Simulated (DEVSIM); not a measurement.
Structure: Schottky contact on n-type InP, at 300 K.

| layer (left to right) | material | thickness (μm) | Nd (cm⁻³) | τn (s) | τp (s) |
|---|---|---|---|---|---|
| 1 | InP | 7.10 | 1.7e16 | 4.7e-10 | 4.7e-10 |

Left contact: Schottky, work function 5.22 eV, emission velocity 6.3e6 cm/s. Right contact: ohmic. Voltage is applied to the left contact. Recombination: SRH at mid-gap, radiative, Auger. Mobility is constant in doping.

The device is made up for the run: typed textbook-type constants, with dimensions and the other settings drawn at random. Values at 300 K.

| parameter | InP |
|---|---|
| gap (eV) | 1.344 |
| affinity (eV) | 4.38 |
| permittivity | 12.5 |
| Nc (cm⁻³) | 5.7e17 |
| Nv (cm⁻³) | 1.1e19 |
| μn (cm²/Vs) | 5200 |
| μp (cm²/Vs) | 170 |
| B (cm³/s) | 1.2e-10 |
| Cn (cm⁶/s) | 9e-31 |
| Cp (cm⁶/s) | 9e-31 |

DEVSIM, 1D drift-diffusion, Boltzmann statistics, complete ionisation; no tunnelling, impact ionisation, image-force lowering or self-heating. Metal contacts follow the ideal Schottky-Mott rule: no Fermi-level pinning, no interface dipoles.

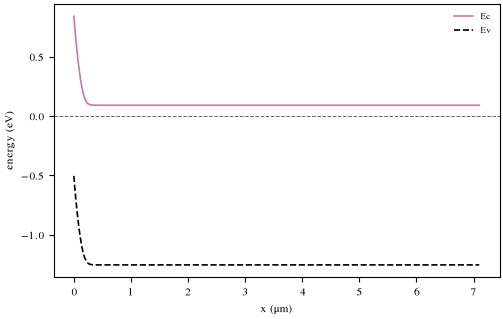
Figure. Band edges at zero bias

Energies count from the Fermi level of the right contact; mesh points crowd at the junctions.

```csv
x (μm),Ec (eV),Ev (eV),n (cm⁻³),p (cm⁻³),field (V/cm)
0.000,0.840,-0.504,4400,3.8e10,-60000
0.01358,0.761,-0.583,93000,1.8e9,-56000
0.03480,0.647,-0.697,7600000,2.2e7,-51000
0.06428,0.507,-0.837,1.7e9,97000,-44000
0.1383,0.250,-1.094,3.6e13,< 1e2,-26000
0.2296,0.113,-1.231,7.3e15,< 1e2,-6000
0.3565,0.091,-1.253,1.7e16,< 1e2,-160
0.6751,0.091,-1.253,1.7e16,< 1e2,≈ 0
1.025,0.091,-1.253,1.7e16,< 1e2,≈ 0
1.614,0.091,-1.253,1.7e16,< 1e2,≈ 0
2.534,0.091,-1.253,1.7e16,< 1e2,≈ 0
4.206,0.091,-1.253,1.7e16,< 1e2,≈ 0
5.256,0.091,-1.253,1.7e16,< 1e2,≈ 0
5.928,0.091,-1.253,1.7e16,< 1e2,≈ 0
6.446,0.091,-1.253,1.7e16,< 1e2,≈ 0
6.690,0.091,-1.253,1.7e16,< 1e2,≈ 0
6.846,0.091,-1.253,1.7e16,< 1e2,≈ 0
6.946,0.091,-1.253,1.7e16,< 1e2,≈ 0
7.023,0.091,-1.253,1.7e16,< 1e2,≈ 0
7.060,0.091,-1.253,1.7e16,< 1e2,≈ 0
7.083,0.091,-1.253,1.7e16,< 1e2,≈ 0
7.100,0.091,-1.253,1.7e16,< 1e2,≈ 0
```
